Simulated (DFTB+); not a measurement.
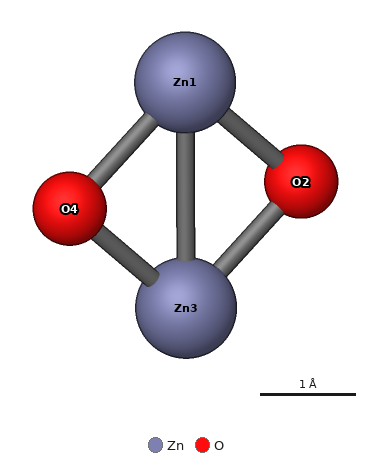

*The structure as given in the input (ball-and-stick view, seen at a tilt; atoms are numbered from 1 in the order of the input). Sticks mark near contacts.*

Geometry relaxation, with input and output: Zn2O2 (part 1 of 2)

System: Zn2O2 ((ZnO)2 ring).
Method: DFTB2, R-SCC (DFTB+ 25.1).

The geometry comes from this level: GFN2-xTB.

The input (dftb_in.hsd)
```
# DFTB2 geometry optimisation
Geometry = GenFormat {
  <<< "start.gen"
}

Driver = GeometryOptimisation {
  Optimiser = Rational {}
  MaxSteps = 300
  Convergence = {
    GradElem = 1e-05
  }
  AppendGeometries = Yes
}

Hamiltonian = DFTB {
  SCC = Yes
  SlaterKosterFiles = Type2FileNames {
    Prefix = "slakos/"
    Separator = ""
    Suffix = ".spl"
    LowerCaseTypeName = Yes
  }
  MaxAngularMomentum = {
    Zn = "d"
    O = "p"
  }
  SCCTolerance = 1e-09
  Filling = Fermi {
    Temperature [Kelvin] = 300
  }
}

Analysis = {
  PrintForces = Yes
}

Options = {
  WriteResultsTag = Yes
}

InputVersion = 25.1
```

File start.gen
```
4 C
Zn O
   1  1      0.777040      0.676580      0.650830
   2  2      0.165990      0.830460     -1.061840
   3  1     -0.777250     -0.676110     -0.652180
   4  2     -0.165780     -0.830930      1.063190
```

Hardware: 1 thread of Intel Xeon @ 2.90GHz (Ice Lake), 192 GiB of memory available, shared host.

Run as:
```bash
dftb+ > dftb.out
```

What the program printed
```
|  DFTB+ development version (commit: a23bfb2)

Reading input file 'dftb_in.hsd'
Parser version: 14

--------------------------------------------------------------------------------
Reading SK-files:
./slakos/znzn.spl
./slakos/zno.spl
./slakos/oo.spl
Done.

Processed input in HSD format written to 'dftb_pin.hsd'

Starting initialization...
--------------------------------------------------------------------------------
OpenMP threads:              1
Chosen random seed:          1714131869
Current stacksize:           unlimited
Mode:                        Geometry optimisation relaxation
Self consistent charges:     Yes
SCC-tolerance:                 0.100000E-08
Max. scc iterations:                    100
Shell resolved Hubbard:      No
Spin polarisation:           No
Nr. of up electrons:            18.000000
Nr. of down electrons:          18.000000
Periodic boundaries:         No
Electronic solver:           Relatively robust
Mixer:                       Broyden mixer
Mixing parameter:                  0.200000
Nr. of chrg. vec. in memory:            100
Max. SCC-cycles:                        100
Max. nr. of geometry steps:             300
Electronic temperature:              0.950045E-03 H      0.258520E-01 eV
Initial charges:             Set automatically (system chrg:   0.000E+00)
Included shells:            Zn:  s, p, d
                             O:  s, p
Extra options:
                             Mulliken analysis
                             Force calculation
Force type                   original

--------------------------------------------------------------------------------

***  Geometry step: 0

 iSCC Total electronic   Diff electronic      SCC error
    1   -0.15165967E+02    0.00000000E+00    0.12075788E+01
    2   -0.15269818E+02   -0.15165967E+02    0.73755430E+00
    3   -0.15336871E+02   -0.10385135E+00    0.16156145E+00
    4   -0.15340425E+02   -0.67052798E-01    0.35020586E-01
    5   -0.15340594E+02   -0.35543355E-02    0.65601958E-03
    6   -0.15340594E+02   -0.16825737E-03    0.56618291E-03
    7   -0.15340594E+02   -0.81964249E-08    0.65717438E-03
    8   -0.15340594E+02    0.22104457E-07    0.55838332E-05
    9   -0.15340594E+02   -0.58419687E-07    0.13084402E-07
   10   -0.15340594E+02   -0.36752823E-11    0.25027092E-10

Total Energy:                      -15.2293779909 H         -414.4125 eV
Extrapolated to 0K:                -15.2293779909 H         -414.4125 eV
Total Mermin free energy:          -15.2293779909 H         -414.4125 eV
Force related energy:              -15.2293779909 H         -414.4125 eV

total energy  -1.5229378E+01 H       energy change -1.5229378E+01 H
gradient norm  9.6966880E-02 H/a0    max. gradient  4.5465929E-02 H/a0
step length    0.0000000E+00 a0      max. step      0.0000000E+00 a0

--------------------------------------------------------------------------------

***  Geometry step: 1

 iSCC Total electronic   Diff electronic      SCC error
    1   -0.15336453E+02    0.00000000E+00    0.97793046E-02
    2   -0.15336463E+02    0.41408545E-02    0.44128657E-02
    3   -0.15336466E+02   -0.10424093E-04    0.66759960E-04
    4   -0.15336466E+02   -0.28609592E-05    0.42816979E-05
    5   -0.15336466E+02   -0.82152773E-09    0.21652887E-05
    6   -0.15336466E+02   -0.45474735E-12    0.57971139E-09

Total Energy:                      -15.2367577318 H         -414.6133 eV
Extrapolated to 0K:                -15.2367577318 H         -414.6133 eV
Total Mermin free energy:          -15.2367577318 H         -414.6133 eV
Force related energy:              -15.2367577318 H         -414.6133 eV

total energy  -1.5236758E+01 H       energy change -7.3797409E-03 H
gradient norm  5.8083700E-02 H/a0    max. gradient  2.8364634E-02 H/a0
step length    9.6071894E-02 a0      max. step      4.5046287E-02 a0

--------------------------------------------------------------------------------

***  Geometry step: 2

 iSCC Total electronic   Diff electronic      SCC error
    1   -0.15327910E+02    0.00000000E+00    0.17330134E-01
    2   -0.15327947E+02    0.85562555E-02    0.74438307E-02
    3   -0.15327956E+02   -0.37114907E-04    0.10942277E-03
    4   -0.15327956E+02   -0.86549258E-05    0.72173181E-05
    5   -0.15327956E+02   -0.23741276E-08    0.28763538E-05
    6   -0.15327956E+02   -0.17532642E-11    0.49444502E-08
    7   -0.15327956E+02   -0.31974423E-12    0.62172489E-13

Total Energy:                      -15.2416883422 H         -414.7474 eV
Extrapolated to 0K:                -15.2416883422 H         -414.7474 eV
Total Mermin free energy:          -15.2416883422 H         -414.7474 eV
Force related energy:              -15.2416883422 H         -414.7474 eV

total energy  -1.5241688E+01 H       energy change -4.9306104E-03 H
gradient norm  1.5447433E-02 H/a0    max. gradient  8.5552011E-03 H/a0
step length    1.4118944E-01 a0      max. step      6.8923899E-02 a0

--------------------------------------------------------------------------------

***  Geometry step: 3

 iSCC Total electronic   Diff electronic      SCC error
    1   -0.15324858E+02    0.00000000E+00    0.61825181E-02
    2   -0.15324863E+02    0.30978843E-02    0.26196595E-02
    3   -0.15324864E+02   -0.49204454E-05    0.24010982E-04
    4   -0.15324864E+02   -0.10981149E-05    0.17128103E-05
    5   -0.15324864E+02   -0.13857360E-09    0.83157260E-06
    6   -0.15324864E+02   -0.72830630E-13    0.23824853E-09

Total Energy:                      -15.2421183728 H         -414.7591 eV
Extrapolated to 0K:                -15.2421183728 H         -414.7591 eV
Total Mermin free energy:          -15.2421183728 H         -414.7591 eV
Force related energy:              -15.2421183728 H         -414.7591 eV

total energy  -1.5242118E+01 H       energy change -4.3003064E-04 H
gradient norm  8.4176852E-03 H/a0    max. gradient  3.2663476E-03 H/a0
step length    4.6209771E-02 a0      max. step      2.4485119E-02 a0

--------------------------------------------------------------------------------

***  Geometry step: 4

 iSCC Total electronic   Diff electronic      SCC error
    1   -0.15323868E+02    0.00000000E+00    0.24420401E-02
    2   -0.15323868E+02    0.99598151E-03    0.10298910E-02
    3   -0.15323869E+02   -0.77814786E-06    0.72981022E-05
    4   -0.15323869E+02   -0.17111389E-06    0.53746768E-06
    5   -0.15323869E+02   -0.14322765E-10    0.24899717E-06
    6   -0.15323869E+02   -0.10658141E-13    0.14654056E-10

Total Energy:                      -15.2422250516 H         -414.7620 eV
Extrapolated to 0K:                -15.2422250516 H         -414.7620 eV
Total Mermin free energy:          -15.2422250516 H         -414.7620 eV
Force related energy:              -15.2422250516 H         -414.7620 eV

total energy  -1.5242225E+01 H       energy change -1.0667876E-04 H
gradient norm  7.9844101E-03 H/a0    max. gradient  3.4084154E-03 H/a0
step length    2.0926901E-02 a0      max. step      1.1481479E-02 a0

--------------------------------------------------------------------------------

***  Geometry step: 5

 iSCC Total electronic   Diff electronic      SCC error
    1   -0.15323116E+02    0.00000000E+00    0.28036230E-02
    2   -0.15323117E+02    0.75305898E-03    0.11762509E-02
    3   -0.15323117E+02   -0.10379839E-05    0.68489406E-05
    4   -0.15323117E+02   -0.22471209E-06    0.53618230E-06
    5   -0.15323117E+02   -0.12327916E-10    0.26394297E-06
    6   -0.15323117E+02   -0.12434498E-13    0.21728397E-10

Total Energy:                      -15.2423803965 H         -414.7663 eV
Extrapolated to 0K:                -15.2423803965 H         -414.7663 eV
Total Mermin free energy:          -15.2423803965 H         -414.7663 eV
Force related energy:              -15.2423803965 H         -414.7663 eV

total energy  -1.5242380E+01 H       energy change -1.5534490E-04 H
gradient norm  8.1061156E-03 H/a0    max. gradient  3.6293962E-03 H/a0
step length    3.4423361E-02 a0      max. step      1.6542719E-02 a0

--------------------------------------------------------------------------------

***  Geometry step: 6

 iSCC Total electronic   Diff electronic      SCC error
    1   -0.15323135E+02    0.00000000E+00    0.21567288E-02
    2   -0.15323136E+02   -0.18397073E-04    0.90549517E-03
    3   -0.15323136E+02   -0.62075498E-06    0.27271982E-05
    4   -0.15323136E+02   -0.13386751E-06    0.23395681E-06
    5   -0.15323136E+02   -0.18705038E-11    0.11611057E-06
    6   -0.15323136E+02   -0.71054274E-14    0.95425889E-11

Total Energy:                      -15.2425691255 H         -414.7714 eV
Extrapolated to 0K:                -15.2425691255 H         -414.7714 eV
Total Mermin free energy:          -15.2425691255 H         -414.7714 eV
Force related energy:              -15.2425691255 H         -414.7714 eV

total energy  -1.5242569E+01 H       energy change -1.8872906E-04 H
gradient norm  7.1765611E-03 H/a0    max. gradient  2.8332676E-03 H/a0
step length    5.0818082E-02 a0      max. step      1.9001006E-02 a0

--------------------------------------------------------------------------------

***  Geometry step: 7

 iSCC Total electronic   Diff electronic      SCC error
    1   -0.15324184E+02    0.00000000E+00    0.24504476E-03
    2   -0.15324184E+02   -0.10481542E-02    0.99181781E-04
    3   -0.15324184E+02   -0.69452977E-08    0.42466540E-05
    4   -0.15324184E+02   -0.14962627E-08    0.25671920E-06
    5   -0.15324184E+02   -0.40163428E-11    0.16333335E-08
    6   -0.15324184E+02   -0.53290705E-14    0.88817842E-13

Total Energy:                      -15.2426908748 H         -414.7747 eV
Extrapolated to 0K:                -15.2426908748 H         -414.7747 eV
Total Mermin free energy:          -15.2426908748 H         -414.7747 eV
Force related energy:              -15.2426908748 H         -414.7747 eV

total energy  -1.5242691E+01 H       energy change -1.2174932E-04 H
gradient norm  3.9551384E-03 H/a0    max. gradient  1.5857102E-03 H/a0
step length    4.2938322E-02 a0      max. step      1.7704873E-02 a0

--------------------------------------------------------------------------------

***  Geometry step: 8

 iSCC Total electronic   Diff electronic      SCC error
    1   -0.15325208E+02    0.00000000E+00    0.14139830E-02
    2   -0.15325208E+02   -0.10235926E-02    0.59647177E-03
    3   -0.15325208E+02   -0.25571765E-06    0.48005306E-05
    4   -0.15325208E+02   -0.56873748E-07    0.37067891E-06
    5   -0.15325208E+02   -0.69100281E-11    0.91363972E-07
    6   -0.15325208E+02   -0.53290705E-14    0.23785418E-11

Total Energy:                      -15.2427212987 H         -414.7756 eV
Extrapolated to 0K:                -15.2427212987 H         -414.7756 eV
Total Mermin free energy:          -15.2427212987 H         -414.7756 eV
Force related energy:              -15.2427212987 H         -414.7756 eV

total energy  -1.5242721E+01 H       energy change -3.0423823E-05 H
gradient norm  9.0612415E-04 H/a0    max. gradient  4.5100866E-04 H/a0
step length    1.6108538E-02 a0      max. step      7.1313819E-03 a0

--------------------------------------------------------------------------------

***  Geometry step: 9

 iSCC Total electronic   Diff electronic      SCC error
    1   -0.15325471E+02    0.00000000E+00    0.54357958E-03
    2   -0.15325471E+02   -0.26297860E-03    0.22939865E-03
    3   -0.15325471E+02   -0.37583858E-07    0.20594823E-05
    4   -0.15325471E+02   -0.83885183E-08    0.18292809E-06
    5   -0.15325471E+02   -0.12221335E-11    0.83450402E-08
    6   -0.15325471E+02   -0.17763568E-14    0.18474111E-12

Total Energy:                      -15.2427232215 H         -414.7756 eV
Extrapolated to 0K:                -15.2427232215 H         -414.7756 eV
Total Mermin free energy:          -15.2427232215 H         -414.7756 eV
Force related energy:              -15.2427232215 H         -414.7756 eV

total energy  -1.5242723E+01 H       energy change -1.9228874E-06 H
gradient norm  9.6720404E-05 H/a0    max. gradient  4.6343516E-05 H/a0
step length    4.2489814E-03 a0      max. step      2.3609407E-03 a0

--------------------------------------------------------------------------------

***  Geometry step: 10

 iSCC Total electronic   Diff electronic      SCC error
    1   -0.15325501E+02    0.00000000E+00    0.78825783E-04
    2   -0.15325501E+02   -0.29501434E-04    0.33534703E-04
    3   -0.15325501E+02   -0.81071683E-09    0.10627956E-06
    4   -0.15325501E+02   -0.18114754E-09    0.93098151E-08
    5   -0.15325501E+02    0.00000000E+00    0.12982859E-09

Total Energy:                      -15.2427232643 H         -414.7756 eV
Extrapolated to 0K:                -15.2427232643 H         -414.7756 eV
Total Mermin free energy:          -15.2427232643 H         -414.7756 eV
Force related energy:              -15.2427232643 H         -414.7756 eV

total energy  -1.5242723E+01 H       energy change -4.2728090E-08 H
gradient norm  6.9122066E-05 H/a0    max. gradient  3.8765829E-05 H/a0
step length    9.5221979E-04 a0      max. step      4.5814019E-04 a0

--------------------------------------------------------------------------------

***  Geometry step: 11

 iSCC Total electronic   Diff electronic      SCC error
    1   -0.15325496E+02    0.00000000E+00    0.71642537E-05
    2   -0.15325496E+02    0.40770917E-05    0.27952971E-05
    3   -0.15325496E+02   -0.53059779E-11    0.24707030E-06
    4   -0.15325496E+02   -0.11084467E-11    0.29896528E-07
    5   -0.15325496E+02   -0.14210855E-13    0.17728041E-11

Total Energy:                      -15.2427232686 H         -414.7756 eV
Extrapolated to 0K:                -15.2427232686 H         -414.7756 eV
Total Mermin free energy:          -15.2427232686 H         -414.7756 eV
Force related energy:              -15.2427232686 H         -414.7756 eV

total energy  -1.5242723E+01 H       energy change -4.3328097E-09 H
gradient norm  5.6480972E-05 H/a0    max. gradient  3.2551311E-05 H/a0
step length    6.9122066E-05 a0      max. step      3.8765829E-05 a0

--------------------------------------------------------------------------------

***  Geometry step: 12
```
